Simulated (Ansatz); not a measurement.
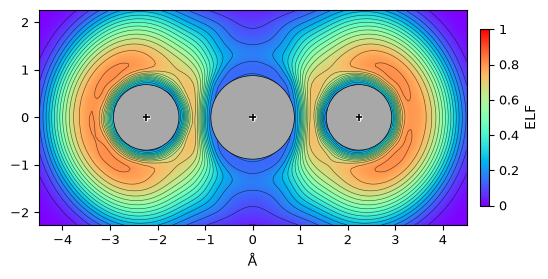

The ELF on a plane through atoms (crosses mark nuclei in the plane; grey discs cover the cores).

Method: UKS PBE0-D4/def2-TZVPD in Ansatz.

Candidates:
A. Ag2F2 (charge −1, doublet)
B. Se2Zn (charge −1, doublet)

Question: Which candidate gave the map?

Answer: Candidate B: Se2Zn on a plane that holds the molecular axis, which holds Zn and Se. Zn–Se (2.24 Å): the ELF peaks at about 0.70 in the valence shell of Se, 1.0 Å from its nucleus, and is about 0.60 at the midpoint.
